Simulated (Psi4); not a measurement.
**Single-point calculation, with input and output: CF2O (charge −1) (part 2 of 2)**

CF2O, charge −1, multiplicity 2; B3LYP/cc-pCVQZ, UKS (Psi4 1.11). The geometry is that of the parent species in another charge or spin state. The geometry comes from this level: GFN2-xTB.

Geometry of the input (Å):
```
O  -1.2438  -0.1573  0.1539
C  -0.1025  -0.0132  0.0129
F  0.8510  -0.8234  0.4225
F  0.4953  0.9939  -0.5893
```

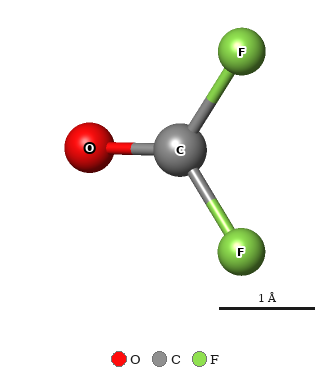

The structure as given in the input (ball-and-stick view, seen at a tilt).

The program's output, continued:
```
     249A     59.392729   250A     59.449880   251A     59.525946
     252A     59.782390   253A     59.786885   254A     63.029600
     255A     65.580038   256A     66.798622   257A     67.309101
     258A     78.524430   259A     78.547473   260A     96.906700
     261A     96.907803   262A     96.909958   263A     96.910825
     264A     96.940458   265A     96.948901   266A     96.973045
     267A     96.980054   268A     97.038268   269A     97.047822
     270A     97.051599   271A     97.063597   272A     97.090620
     273A     97.096420   274A     97.713092   275A     97.722683
     276A     97.722972   277A     97.747074   278A     97.755329
     279A     97.776504   280A     97.783855   281A    102.338192
     282A    102.338999   283A    102.370656   284A    102.376047
     285A    102.394129   286A    102.420700   287A    102.455119
     288A    113.971439   289A    114.060935   290A    114.195591
     291A    114.381668   292A    114.612254   293A    115.316359
     294A    115.484916   295A    116.389386   296A    121.612829
     297A    143.755623   298A    143.776442   299A    143.877988
     300A    143.926411   301A    144.494936   302A    144.587539
     303A    196.856141   304A    196.867698   305A    197.138080
     306A    197.276674   307A    197.521046   308A    214.436382
     309A    223.142357   310A    224.073632   311A    224.521049
     312A    249.087590   313A    249.089607   314A    249.094083
     315A    249.108992   316A    249.176391   317A    249.189455
     318A    249.218917   319A    249.256845   320A    249.419877
     321A    249.439874   322A    267.899440   323A    267.903471
     324A    392.685800   325A    392.821086   326A    393.540754
     327A    490.655470   328A    490.671842   329A    490.753284
     330A    490.790139   331A    491.253318   332A    491.318456
     333A    506.580261   334A    891.329555   335A   1110.363297
     336A   1110.366115

    Beta Occupied:

       1A    -24.445116     2A    -24.444983     3A    -18.810712
       4A    -10.011022     5A     -1.028333     6A     -0.964278
       7A     -0.772966     8A     -0.390164     9A     -0.324313
      10A     -0.262010    11A     -0.246579    12A     -0.188934
      13A     -0.174889    14A     -0.166555    15A     -0.067876
      16A     -0.045378

    Beta Virtual:

      17A      0.294467    18A      0.336667    19A      0.373349
      20A      0.380349    21A      0.424114    22A      0.523792
      23A      0.549505    24A      0.590692    25A      0.625619
      26A      0.659949    27A      0.691812    28A      0.762154
      29A      0.765197    30A      0.766283    31A      0.828139
      32A      0.848956    33A      0.872897    34A      0.879353
      35A      0.891811    36A      0.924203    37A      1.113964
      38A      1.139352    39A      1.205169    40A      1.310319
      41A      1.312954    42A      1.458685    43A      1.466617
      44A      1.471536    45A      1.571351    46A      1.615283
      47A      1.643427    48A      1.688084    49A      1.701267
      50A      1.740977    51A      1.785454    52A      1.795133
      53A      1.796332    54A      1.911003    55A      1.932249
      56A      2.038224    57A      2.078554    58A      2.101852
      59A      2.168797    60A      2.257381    61A      2.265345
      62A      2.267791    63A      2.359064    64A      2.496464
      65A      2.526626    66A      2.539304    67A      2.542167
      68A      2.601293    69A      2.607614    70A      2.820331
      71A      2.846902    72A      3.030866    73A      3.156646
      74A      3.167875    75A      3.280347    76A      3.370646
      77A      3.458039    78A      3.470357    79A      3.564117
      80A      3.571069    81A      3.662000    82A      3.887231
      83A      3.928265    84A      4.057042    85A      4.060364
      86A      4.099534    87A      4.112273    88A      4.176112
      89A      4.198549    90A      4.282900    91A      4.307784
      92A      4.347508    93A      4.355425    94A      4.401309
      95A      4.483530    96A      4.505458    97A      4.534902
      98A      4.579613    99A      4.618311   100A      4.635141
     101A      4.753611   102A      4.783797   103A      4.831868
     104A      4.883215   105A      4.963835   106A      4.999137
     107A      5.173987   108A      5.221685   109A      5.318171
     110A      5.328978   111A      5.330263   112A      5.348893
     113A      5.385129   114A      5.540552   115A      5.612466
     116A      5.656926   117A      5.657305   118A      5.815022
     119A      5.819520   120A      5.820554   121A      5.862101
     122A      5.880399   123A      5.965356   124A      6.038407
     125A      6.081499   126A      6.107836   127A      6.160980
     128A      6.276247   129A      6.389670   130A      6.406003
     131A      6.416441   132A      6.525511   133A      6.883221
     134A      7.104012   135A      7.265668   136A      7.373469
     137A      7.500210   138A      7.539861   139A      7.643270
     140A      7.754479   141A      7.762108   142A      8.013139
     143A      8.400099   144A      8.626248   145A      9.181868
     146A      9.182457   147A      9.315318   148A      9.506150
     149A      9.514505   150A      9.574809   151A      9.998902
     152A     10.291133   153A     10.333218   154A     10.601718
     155A     10.678706   156A     10.781840   157A     10.819397
     158A     11.228965   159A     11.262470   160A     11.283035
     161A     11.408367   162A     11.464163   163A     11.535122
     164A     11.570228   165A     11.620330   166A     11.620933
     167A     11.621316   168A     11.621874   169A     11.641662
     170A     11.704451   171A     11.704506   172A     11.713885
     173A     11.791395   174A     11.858566   175A     11.874160
     176A     11.972042   177A     12.060675   178A     12.088824
     179A     12.112711   180A     12.254067   181A     12.339935
     182A     12.341109   183A     12.394273   184A     12.507977
     185A     12.622270   186A     12.708683   187A     12.807290
     188A     12.914206   189A     12.977710   190A     13.068384
     191A     13.682849   192A     14.273342   193A     14.810696
     194A     14.812379   195A     14.824203   196A     14.833403
     197A     14.942508   198A     15.056166   199A     15.108341
     200A     15.195668   201A     15.313088   202A     15.657236
     203A     15.778556   204A     15.804793   205A     15.866165
     206A     15.962924   207A     15.966086   208A     15.987642
     209A     16.015719   210A     16.077664   211A     16.088107
     212A     16.282183   213A     16.326176   214A     16.413824
     215A     16.601366   216A     16.810097   217A     16.906861
     218A     17.472865   219A     18.807228   220A     19.944637
     221A     20.572785   222A     21.698643   223A     21.889402
     224A     26.149307   225A     26.334777   226A     26.614842
     227A     26.963780   228A     27.462909   229A     32.725789
     230A     32.931105   231A     33.988850   232A     36.456946
     233A     40.647306   234A     40.674643   235A     40.792874
     236A     40.864947   237A     41.566243   238A     41.704376
     239A     46.339453   240A     46.363280   241A     46.859770
     242A     47.116028   243A     47.610205   244A     59.209761
     245A     59.215760   246A     59.222332   247A     59.249022
     248A     59.375887   249A     59.397924   250A     59.449558
     251A     59.525540   252A     59.783104   253A     59.788423
     254A     63.041581   255A     65.604013   256A     66.803784
     257A     67.314243   258A     78.527743   259A     78.550864
     260A     96.913332   261A     96.914095   262A     96.916714
     263A     96.917342   264A     96.944193   265A     96.952167
     266A     96.976676   267A     96.983824   268A     97.042886
     269A     97.051978   270A     97.052512   271A     97.064922
     272A     97.089699   273A     97.095634   274A     97.727550
     275A     97.733260   276A     97.735715   277A     97.761335
     278A     97.768925   279A     97.780263   280A     97.786290
     281A    102.353662   282A    102.354579   283A    102.380500
     284A    102.387068   285A    102.406528   286A    102.421055
     287A    102.459204   288A    113.980645   289A    114.070121
     290A    114.203385   291A    114.382415   292A    114.616583
     293A    115.330832   294A    115.487591   295A    116.391609
     296A    121.621347   297A    143.760387   298A    143.781205
     299A    143.878745   300A    143.927176   301A    144.495000
     302A    144.587610   303A    196.862630   304A    196.874109
     305A    197.144235   306A    197.277111   307A    197.523185
     308A    214.440976   309A    223.150717   310A    224.075396
     311A    224.522803   312A    249.089893   313A    249.091861
     314A    249.096340   315A    249.111027   316A    249.178291
     317A    249.191355   318A    249.218823   319A    249.256733
     320A    249.420159   321A    249.440421   322A    267.900802
     323A    267.904851   324A    392.691172   325A    392.822140
     326A    393.541586   327A    490.657299   328A    490.673670
     329A    490.753606   330A    490.790463   331A    491.253377
     332A    491.318515   333A    506.583013   334A    891.331174
     335A   1110.363794   336A   1110.366612

    Final Occupation by Irrep:
              A
    DOCC [    16 ]
    SOCC [     1 ]
    NA   [    17 ]
    NB   [    16 ]

  @DF-UKS Final Energy:  -313.08278436532947

   => Energetics <=

    Nuclear Repulsion Energy =            120.0474936056454851
    One-Electron Energy =                -681.0834701885846698
    Two-Electron Energy =                 276.5420357938147049
    DFT Exchange-Correlation Energy =     -28.5888435762050257
    Empirical Dispersion Energy =           0.0000000000000000
    VV10 Nonlocal Energy =                  0.0000000000000000
    Total Energy =                       -313.0827843653294735

  UHF NO Occupations:
  HONO-2 :   15  A 1.9993407
  HONO-1 :   16  A 1.9990830
  HONO-0 :   17  A 1.0000000
  LUNO+0 :   18  A 0.0009170
  LUNO+1 :   19  A 0.0006593
  LUNO+2 :   20  A 0.0001132
  LUNO+3 :   21  A 0.0000818

Computation Completed

Properties will be evaluated at   0.000000,   0.000000,   0.000000 [a0]

Properties computed using the SCF density matrix

 Multipole Moments:

 ------------------------------------------------------------------------------------
     Multipole            Electronic (a.u.)      Nuclear  (a.u.)        Total (a.u.)
 ------------------------------------------------------------------------------------

 L = 1.  Multiply by 2.5417464519 to convert [e a0] to [Debye]
 Dipole X            :          2.1363360           -1.1490408            0.9872952
 Dipole Y            :          0.2692030           -0.1454939            0.1237090
 Dipole Z            :         -0.2652137            0.1423434           -0.1228703
 Magnitude           :                                                    1.0025731

 ------------------------------------------------------------------------------------

	total time  =         25 seconds =       0.42 minutes

    Psi4 run time: 0:00:24.63
```
